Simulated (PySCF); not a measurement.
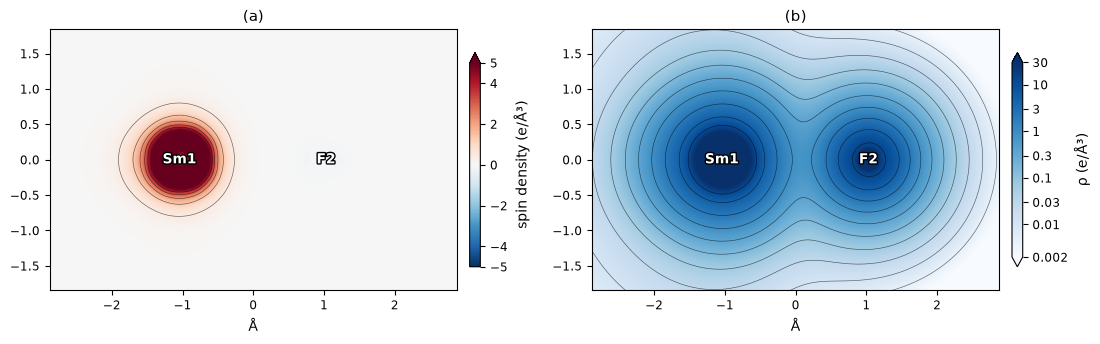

*SmF (octet). (a) spin density; (b) electron density on a plane that holds the molecular axis.*

The calculation used PBE0/x2c-TZVPall, spin-free X2C-1e, Gaussian nucleus, at a bond length of 2.070 Å (PySCF 2.14.0).

```json
{"atom": "Sm", "x (Å)": "0.0000", "y (Å)": "0.0000", "z (Å)": "-0.2301"}
{"atom": "F", "x (Å)": "0.0000", "y (Å)": "0.0000", "z (Å)": "1.8399"}
```

**Describe what can be read from this map.**

Atoms in the plane: Sm and F. Sm–F (2.07 Å): ρ is about 0.8 e/Å³ halfway. The unpaired spin (7 electrons) lies mostly on Sm1 (about 7.0), in electrons by Hirshfeld's partition.
